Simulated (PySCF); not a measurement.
**C3H5BF2O2: electronic excitations**

Aim: predict the electronic excitations of C3H5BF2O2 (`O=CCCOB(F)F`).

Computed with PySCF 2.14.0, with density-fitted response routines of our own, on a single molecule in the gas phase. Atoms are numbered from 0 throughout.

## (1) Starting geometry

13 atoms, charge 0, multiplicity 1; geometry from: GFN2-xTB.

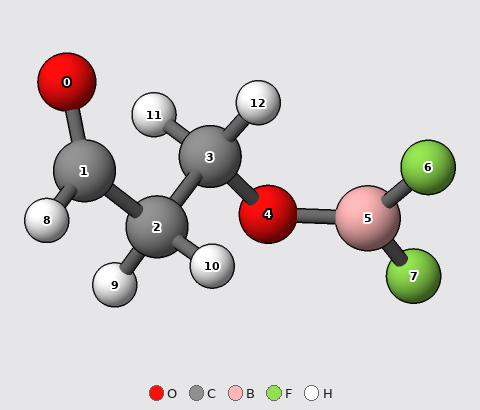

As it starts; oxygen red, carbon grey, boron pink, fluorine green, hydrogen white, atoms numbered; sticks join atoms by distance.

## (2) Excited states and response: PBE0/def2-SVPD

What the job is given:

```
{"job": {"kind": "uv", "xc": "PBE0", "basis": "def2-SVPD", "nstates": 8, "ntriplets": 3}, "charge": 0, "multiplicity": 1}
O     -2.222105     1.269136     1.131985
C     -2.201788     0.314423     0.411424
C     -0.987034    -0.223952    -0.290478
C      0.273166     0.570211     0.047484
O      1.356027     0.129173    -0.761021
B      2.391686    -0.558722    -0.328329
F      2.576408    -0.923168     0.935959
F      3.328253    -0.936084    -1.176132
H     -3.119191    -0.267208     0.196777
H     -1.167063    -0.189862    -1.368356
H     -0.863992    -1.275553    -0.018600
H      0.117588     1.628886    -0.179172
H      0.513657     0.463207     1.109180
```

With the program's defaults for keys left out, this is: TDDFT PBE0/def2-SVPD, vertical, gas phase, core orbitals frozen in the response.

Command:

```bash
$ OMP_NUM_THREADS=1 python probes_run.py task.json out
```

This one command runs all jobs of the session in turn.

The log of the run:

```text
coarse grid: 11792 points
cycle   1  E = -491.3452335082  dE =  1.148e+00  |g| = 9.941e-01  |ddm| = 4.892e+00
cycle   2  E = -490.9108759314  dE =  4.344e-01  |g| = 1.804e+00  |ddm| = 3.076e+00
cycle   3  E = -491.5187282143  dE = -6.079e-01  |g| = 2.669e-01  |ddm| = 2.223e+00
cycle   4  E = -491.5316241489  dE = -1.290e-02  |g| = 6.793e-02  |ddm| = 3.018e-01
cycle   5  E = -491.5323796246  dE = -7.555e-04  |g| = 1.592e-02  |ddm| = 7.797e-02
cycle   6  E = -491.5324238071  dE = -4.418e-05  |g| = 6.794e-03  |ddm| = 2.169e-02
cycle   7  E = -491.5324318451  dE = -8.038e-06  |g| = 1.499e-03  |ddm| = 6.782e-03
final grid: 117320 points
cycle   8  E = -491.6099571356  dE = -3.891e-05  |g| = 1.356e-02  |ddm| = 9.729e-02
cycle   9  E = -491.6098769637  dE =  8.017e-05  |g| = 2.470e-02  |ddm| = 3.512e-02
cycle  10  E = -491.6099906299  dE = -1.137e-04  |g| = 2.306e-03  |ddm| = 2.355e-02
cycle  11  E = -491.6099916497  dE = -1.020e-06  |g| = 3.587e-04  |ddm| = 2.395e-03
cycle  12  E = -491.6099916702  dE = -2.047e-08  |g| = 1.595e-04  |ddm| = 5.701e-04
cycle  13  E = -491.6099916756  dE = -5.382e-09  |g| = 3.018e-05  |ddm| = 2.112e-04
cycle  14  E = -491.6099916758  dE = -1.920e-10  |g| = 6.994e-06  |ddm| = 5.565e-05
converged SCF energy = -491.6099916758

Static polarisability (au): isotropic 55.915, principal 46.077 53.628 68.040

Singlet excitations
state   eV       nm        f      main configurations
  1   4.3883    282.5   0.00023   H->L 0.99
  2   7.1595    173.2   0.00795   H->L+1 0.78, H->L+2 0.19
  3   7.4047    167.4   0.00202   H-1->L 0.92
  4   7.5716    163.7   0.04218   H->L+2 0.77, H->L+1 0.19
  5   7.7877    159.2   0.01467   H-2->L 0.94
  6   8.0896    153.3   0.02556   H->L+3 0.86
  7   8.3846    147.9   0.00503   H->L+4 0.95
  8   8.5615    144.8   0.01520   H->L+5 0.78, H->L+6 0.09

Triplet excitations (Tamm-Dancoff, eV): 3.7343 6.0988 7.0088
```

Wall time 66 s (1 thread of Arm Neoverse N1, shared host); peak memory 0.84 GiB.

The orbitals next to the gap, with their largest atomic shares:

```
orbital      eV                       atoms
 HOMO−3  -11.05   O0 39 %, C1 16 %, C2 15 %
 HOMO−2  -10.10  O4 40 %, C3 21 %, H12 13 %
 HOMO−1   -9.83   O4 42 %, C3 17 %, C2 11 %
   HOMO   -7.99   O0 58 %, C1 16 %, C2 11 %
   LUMO   -1.18    C1 42 %, O0 36 %, C2 9 %
 LUMO+1    0.15    B5 48 %, C2 8 %, H10 7 %
 LUMO+2    0.67   C1 20 %, H8 14 %, C2 12 %
```

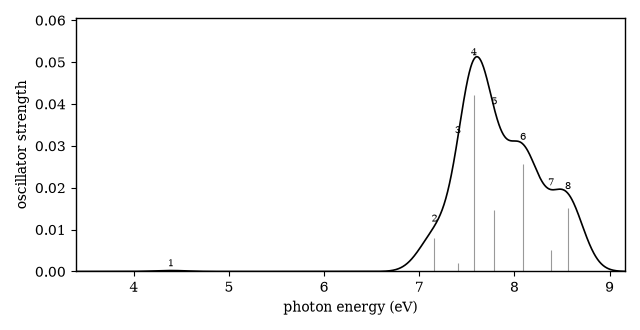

Absorption spectrum from the 8 singlet states computed; above the last one it falls off for lack of states. Lines are broadened to a width of 0.40 eV (Gaussian).

Ground-state properties from the same run:

| property | computed |
| --- | --- |
| dipole moment (D) | 2.29 |
| polarisability (Å³) | 8.29 |
| HOMO–LUMO gap (eV) | 6.81 |
| −ε(HOMO) (eV) | 7.99 |

## (3) What came out

| quantity | value |
| --- | --- |
| lowest singlet (PBE0/def2-SVPD) | 4.39 eV (283 nm), f = 0.000 |
| brightest single state of those computed | state 4, 7.57 eV, f = 0.042 |
| lowest triplet | 3.73 eV |

In words: The first singlet state (HOMO→LUMO 0.99) lies at 4.39 eV and is dark; of the 8 states computed, the strongest absorption comes from state 4 at 7.57 eV. The lowest triplet lies 0.65 eV below the lowest singlet (triplets in Tamm-Dancoff, singlets in full TDDFT).
